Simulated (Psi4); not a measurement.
# GeSiH6 (SMILES [SiH3][GeH3]): wB97X/cc-pVDZ

What is the vertical singlet–triplet gap of GeSiH6 at wB97X/cc-pVDZ? The job is set up through a Python script.

The calculation is run with Psi4 1.11.

### Step 1. Starting point

GeSiH6: 8 atoms, total charge 0, spin state singlet. SMILES: `[SiH3][GeH3]`. Geometry: relaxed at PBE0-D4/def2-TZVP.

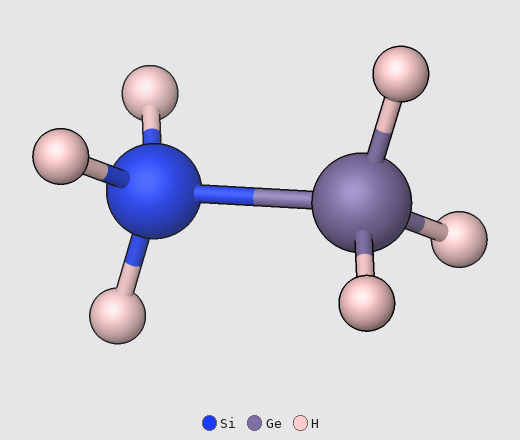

Viewed from a chosen angle; silicon blue, germanium purple, hydrogen pink.

### Step 2. Energy and gradient at wB97X/cc-pVDZ

run.py reads:

```python
import psi4

psi4.set_memory('2200 MB')
psi4.set_num_threads(1)
psi4.set_output_file('geh6si.out', False)

mol = psi4.geometry("""
Si
Ge 1 2.377893
H 1 1.4868 2 110.09232
H 1 1.486777 3 108.82988 2 120.79651
H 1 1.486624 4 108.83762 3 -118.46533
H 2 1.537786 1 110.57223 5 59.65326
H 2 1.537914 6 108.322 1 121.31611
H 2 1.537848 6 108.32378 7 117.29583
symmetry c1
""")

psi4.set_options({
    'reference': 'rks',
    'puream': True,
    'e_convergence': 1e-09,
    'd_convergence': 1e-08,
    'scf_type': 'pk',
    'dft_radial_points': 99,
    'dft_spherical_points': 590,
})

result, w = psi4.gradient('wb97x/cc-pVDZ', return_wfn=True)
psi4.oeprop(w, 'QUADRUPOLE', 'MULLIKEN_CHARGES', 'WIBERG_LOWDIN_INDICES', title='WB97X')
print('gradient / Eh bohr^-1')
print(result.np.round(6))
print(f'energy = {w.energy():.10f} Eh')
```

Run with:

```sh
$ python run.py
```

geh6si.out:

```text
[...]
  Running in c1 symmetry.
[...]
  Nuclear repulsion =  172.848351549781398
[...]
  Multiplicity = 1
[...]
  Nalpha       = 26
  Nbeta        = 26
[...]
    Number of basis functions: 75
[...]
   @RKS iter   1: -2369.35243794572716   -3.16729e+00   1.54650e-02 ADIIS/DIIS
[...]
   @RKS iter  10: -2370.08904410064360   -8.18545e-12   4.34127e-09 DIIS
[...]
    Orbital Energies [Eh]
    ---------------------
    Doubly Occupied:
       1A   -398.592844     2A    -66.137155     3A    -49.846806
       4A    -44.369559     5A    -44.369434     6A    -44.369434
       7A     -6.336175     8A     -5.388036     9A     -4.509607
      10A     -4.509607    11A     -4.509589    12A     -3.743643
      13A     -3.743447    14A     -3.743446    15A     -1.335750
      16A     -1.335748    17A     -1.334406    18A     -1.333195
      19A     -1.333194    20A     -0.706460    21A     -0.633451
      22A     -0.464951    23A     -0.464930    24A     -0.432779
      25A     -0.432755    26A     -0.386072
[...]
  @RKS Final Energy: -2370.08904410064360
   => Energetics <=
    Nuclear Repulsion Energy =            172.8483515497813983
    One-Electron Energy =               -3643.1698726572685700
    Two-Electron Energy =                1179.6032923088071129
    DFT Exchange-Correlation Energy =     -79.3708153019632903
    Empirical Dispersion Energy =           0.0000000000000000
    VV10 Nonlocal Energy =                  0.0000000000000000
    Total Energy =                      -2370.0890441006431502
[...]
  -Total Gradient:
     Atom            X                  Y                   Z
    ------   -----------------  -----------------  -----------------
       1        0.000047680408    -0.000057968935    -0.002360927778
       2        0.000010289163     0.000047941168    -0.001060200072
       3       -0.000002471757    -0.003341398829     0.001188199448
       4        0.002899344762     0.001674172501     0.001175132283
       5       -0.002940998841     0.001707829182     0.001204667327
       6       -0.000354031406    -0.000207173024    -0.000028296641
       7        0.000000449603     0.000368885658    -0.000019362498
       8        0.000338296920    -0.000190203852    -0.000000122812
[...]
 Multipole Moments:
 ------------------------------------------------------------------------------------
     Multipole            Electronic (a.u.)      Nuclear  (a.u.)        Total (a.u.)
 ------------------------------------------------------------------------------------
 L = 1.  Multiply by 2.5417464519 to convert [e a0] to [Debye]
 Dipole X            :         -0.0019889            0.0016931           -0.0002959
 Dipole Y            :          0.0000466           -0.0000468           -0.0000002
 Dipole Z            :          9.1612981           -9.1976027           -0.0363046
 Magnitude           :                                                    0.0363058
 L = 2.  Multiply by 1.3450342976 to convert [e a0^2] to [Debye ang]
 Quadrupole XX       :        -47.8732537           21.5417811          -26.3314726
 Quadrupole XY       :         -0.0002230            0.0000813           -0.0001416
[...]
  Mulliken Charges: (a.u.)
   Center  Symbol    Alpha    Beta     Spin     Total
       1    SI     6.92749  6.92749  0.00000  0.14503
       2    GE    15.92196 15.92196  0.00000  0.15609
       3     H     0.52387  0.52387  0.00000 -0.04774
       4     H     0.52385  0.52385  0.00000 -0.04771
       5     H     0.52386  0.52386  0.00000 -0.04773
       6     H     0.52633  0.52633  0.00000 -0.05266
       7     H     0.52634  0.52634  0.00000 -0.05267
       8     H     0.52631  0.52631  0.00000 -0.05261
   Total alpha = 26.00000, Total beta = 26.00000, Total charge =  0.00000
[...]
```

On the terminal:

```text
gradient / Eh bohr^-1
[[ 4.800e-05 -5.800e-05 -2.361e-03]
 [ 1.000e-05  4.800e-05 -1.060e-03]
 [-2.000e-06 -3.341e-03  1.188e-03]
 [ 2.899e-03  1.674e-03  1.175e-03]
 [-2.941e-03  1.708e-03  1.205e-03]
 [-3.540e-04 -2.070e-04 -2.800e-05]
 [ 0.000e+00  3.690e-04 -1.900e-05]
 [ 3.380e-04 -1.900e-04 -0.000e+00]]
energy = -2370.0890441006 Eh
```

Run time: 2.4 min. Hardware: 1 thread of Intel Xeon Platinum 8259CL at 2.50GHz (Skylake/Cascade Lake), shared host; peak memory 1.4 GiB.

### Step 3. The triplet at the same level

geh6si.py reads:

```python
import psi4

psi4.set_memory(2200000000)
psi4.set_num_threads(1)
psi4.core.set_output_file('run.log', False)

geom = psi4.geometry("""
0 3
Si
Ge 1 2.377893
H 1 1.4868 2 110.09232
H 1 1.486777 3 108.82988 2 120.79651
H 1 1.486624 4 108.83762 3 -118.46533
H 2 1.537786 1 110.57223 5 59.65326
H 2 1.537914 6 108.322 1 121.31611
H 2 1.537848 6 108.32378 7 117.29583
symmetry c1
""")

psi4.set_options({
    'basis': 'cc-pVDZ',
    'reference': 'uks',
    'puream': True,
    'e_convergence': 1e-09,
    'd_convergence': 1e-08,
    'scf_type': 'pk',
    'dft_radial_points': 99,
    'dft_spherical_points': 590,
    'maxiter': 100,
})

energy_value, wavefunction = psi4.gradient("wb97x", molecule=geom, return_wfn=True)
psi4.oeprop(wavefunction, "LOWDIN_CHARGES", "MULLIKEN_CHARGES", "WIBERG_LOWDIN_INDICES", title="WB97X")
print('gradient / Eh bohr^-1')
print(energy_value.np.round(6))
print(f'energy = {wavefunction.energy():.10f} Eh')
for k, v in sorted(psi4.core.scalar_variables().items()):
    print(f'{k:45s} {v:18.10f}')
```

Run with:

```sh
$ python geh6si.py
```

run.log, cut to the lines that bear on the results:

```text
[...]
  Running in c1 symmetry.
[...]
  Nuclear repulsion =  172.848351549781398
[...]
  Multiplicity = 3
[...]
  Nalpha       = 27
  Nbeta        = 25
[...]
    Number of basis functions: 75
[...]
   @UKS iter   1: -2368.89590130906890   -2.71075e+00   1.60254e-02 ADIIS/DIIS
[...]
   @UKS iter  38: -2369.82590171971788    6.00267e-11   6.40983e-09 DIIS
[...]
   @S^2 Observed:                2.003536413E+00
[...]
  @UKS Final Energy: -2369.82590171971788
   => Energetics <=
    Nuclear Repulsion Energy =            172.8483515497813983
    One-Electron Energy =               -3642.0486822255379593
    Two-Electron Energy =                1178.7310453216882706
    DFT Exchange-Correlation Energy =     -79.3566163656498702
    Empirical Dispersion Energy =           0.0000000000000000
    VV10 Nonlocal Energy =                  0.0000000000000000
    Total Energy =                      -2369.8259017197178764
  UHF NO Occupations:
  HONO-2 :   25  A 1.9990754
  HONO-1 :   26  A 1.0000000
[...]
 Multipole Moments:
[...]
  -Total Gradient:
     Atom            X                  Y                   Z
    ------   -----------------  -----------------  -----------------
       1        0.000152698793    -0.001198127932     0.141046725421
       2       -0.000066561185     0.000916575035    -0.127933433035
       3       -0.000016178371    -0.006382687936    -0.004139660931
       4        0.005439429502     0.003254127594    -0.004993356898
       5       -0.005480432528     0.003272573198    -0.005114698305
       6       -0.007168840748    -0.004242876246     0.000661906799
       7        0.000050345772     0.008664614881    -0.000168936205
       8        0.007088999617    -0.004278636231     0.000719287379
[...]
  Mulliken Charges: (a.u.)
   Center  Symbol    Alpha    Beta     Spin     Total
       1    SI     7.51941  6.52295  0.99646 -0.04236
       2    GE    16.29655 15.55917  0.73738  0.14428
       3     H     0.50847  0.49165  0.01682 -0.00012
       4     H     0.50691  0.49218  0.01474  0.00091
       5     H     0.50671  0.49223  0.01449  0.00106
       6     H     0.55304  0.48094  0.07210 -0.03398
       7     H     0.55612  0.47983  0.07629 -0.03595
       8     H     0.55278  0.48106  0.07172 -0.03384
   Total alpha = 27.00000, Total beta = 25.00000, Total charge =  0.00000
[...]
```

Standard output:

```text
gradient / Eh bohr^-1
[[ 1.53000e-04 -1.19800e-03  1.41047e-01]
 [-6.70000e-05  9.17000e-04 -1.27933e-01]
 [-1.60000e-05 -6.38300e-03 -4.14000e-03]
 [ 5.43900e-03  3.25400e-03 -4.99300e-03]
 [-5.48000e-03  3.27300e-03 -5.11500e-03]
 [-7.16900e-03 -4.24300e-03  6.62000e-04]
 [ 5.00000e-05  8.66500e-03 -1.69000e-04]
 [ 7.08900e-03 -4.27900e-03  7.19000e-04]]
energy = -2369.8259017197 Eh
CURRENT ENERGY                                  -2369.8259017197
CURRENT REFERENCE ENERGY                        -2369.8259017197
DD SOLVATION ENERGY                                 0.0000000000
DFT FUNCTIONAL TOTAL ENERGY                     -2369.8259017197
DFT TOTAL ENERGY                                -2369.8259017197
DFT VV10 ENERGY                                     0.0000000000
DFT XC ENERGY                                     -79.3566163656
GRID ELECTRONS ALPHA                               26.9999998185
GRID ELECTRONS BETA                                25.0000000109
GRID ELECTRONS TOTAL                               51.9999998294
NUCLEAR REPULSION ENERGY                          172.8483515498
ONE-ELECTRON ENERGY                             -3642.0486822255
PCM POLARIZATION ENERGY                             0.0000000000
PE ENERGY                                           0.0000000000
SCF ITERATION ENERGY                            -2369.8259017197
SCF ITERATIONS                                     38.0000000000
SCF TOTAL ENERGY                                -2369.8259017197
TWO-ELECTRON ENERGY                              1178.7310453217
XC GRID RADIAL POINTS                              99.0000000000
XC GRID SPHERICAL POINTS                          590.0000000000
XC GRID TOTAL POINTS                           443027.0000000000
```

Run time: 3.4 min. Hardware: 1 thread of Intel Xeon Platinum 8259CL at 2.50GHz (Skylake/Cascade Lake), shared host; peak memory 1.4 GiB.

### Step 4. Summary of results

Level: wB97X/cc-pVDZ.

```
                                        quantity           value
                           singlet: total energy  -2370.08904 Eh
                          singlet: dipole moment          0.09 D
                            singlet: HOMO energy       -10.51 eV
                            singlet: LUMO energy         2.70 eV
                          singlet: HOMO–LUMO gap        13.20 eV
               singlet: largest force on an atom      0.186 eV/Å
                           triplet: total energy  -2369.82590 Eh
                          triplet: dipole moment          0.45 D
     triplet: HOMO energy (highest over α and β)        -3.38 eV
                                   triplet: ⟨S²⟩           2.004
               triplet: largest force on an atom      7.253 eV/Å
vertical energy of the triplet above the singlet        7.160 eV
```

What this shows: At this shape the triplet lies 7.16 eV (691 kJ/mol) above the singlet. Mulliken charges (singlet) run from -0.05 on H7 to +0.16 on Ge2; they depend strongly on the basis. Mulliken charges (triplet) run from -0.04 on Si1 to +0.14 on Ge2; they depend strongly on the basis.
